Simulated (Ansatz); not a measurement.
## Profile along the Se–Cd line in CdSe (zinc blende)

CdSe (zinc blende)

```cif
data_CdSe
_chemical_formula_sum 'Se1 Cd1'
_space_group_name_H-M_alt 'P 1'
_space_group_IT_number 1
_cell_length_a 4.38155
_cell_length_b 4.38155
_cell_length_c 4.38155
_cell_angle_alpha 60.000
_cell_angle_beta 60.000
_cell_angle_gamma 60.000
loop_
_space_group_symop_operation_xyz
  'x, y, z'
loop_
_atom_site_label
_atom_site_type_symbol
_atom_site_fract_x
_atom_site_fract_y
_atom_site_fract_z
_atom_site_occupancy
Se1 Se 0.75000 0.75000 0.75000 1
Cd1 Cd 0.00000 0.00000 0.00000 1
```

Fields along a shortest Se–Cd line of a {110} plane (2.68 Å), from Se to Cd, interpolated on the slice's grid (step about 0.2 Å). Computed with PBE (plane waves to 420 eV, PAW, scalar-relativistic; Ansatz, a first-principles code). k mesh 9×9×9. Near the nuclei the fields are pseudised (PAW); where an atom keeps semicore shells as valence, they peak there. CdSe was relaxed with its symmetry unable to fall. The PAW data are Ansatz's earlier set.

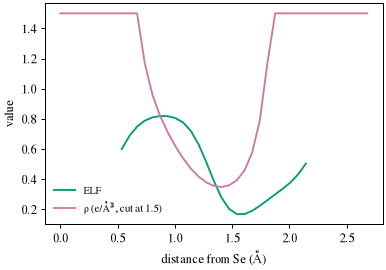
Fig. 1. ELF (away from the nuclei) and valence density from Se to Cd.

Density on the Se–Cd line (2.68 Å) at its density minimum, 1.4 Å from Se: 0.35 e/Å³. ELF at that point: 0.3. Element round which the density of the highest valence band (whole band, smooth part) is largest on this plane: Se.
